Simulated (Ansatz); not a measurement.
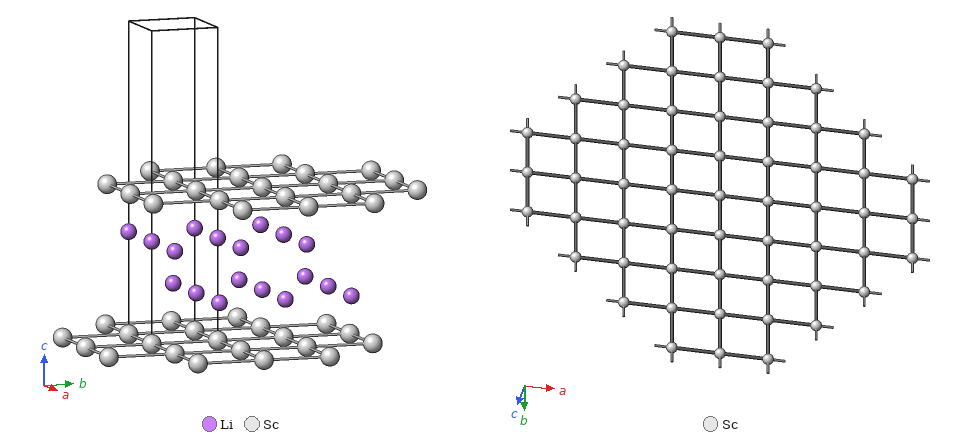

Left: the structure. Right: its underlying net. Nodes are coloured by element. One layer is drawn. Short stubs are edges that leave the cut-out.

Li₂Sc (space group I4/mmm, No. 139): coordinates from a relaxation with DFT PBE, scalar-relativistic, plane waves, PAW (Ansatz 0.2.0); the starting structure was generated, so it need not be a known form of this composition.

Bonds are taken as Sc–Sc below 3.4 Å; Li is left out of the net, as the electropositive filling of the structure; no other contact counts. Atoms with one bond or none are removed and atoms with two bonds are replaced by edges, until no such atom is left.

The result is a uninodal 4-connected, two-periodic (layers) net: Sc is a 4-connected node. It is the sql net, known from the square lattice. The layers lie parallel to (001).

```json
{"node": "Sc", "links": "4", "point symbol": "4^4.6^2", "coordination sequence": "4 8 12 16 20"}
```
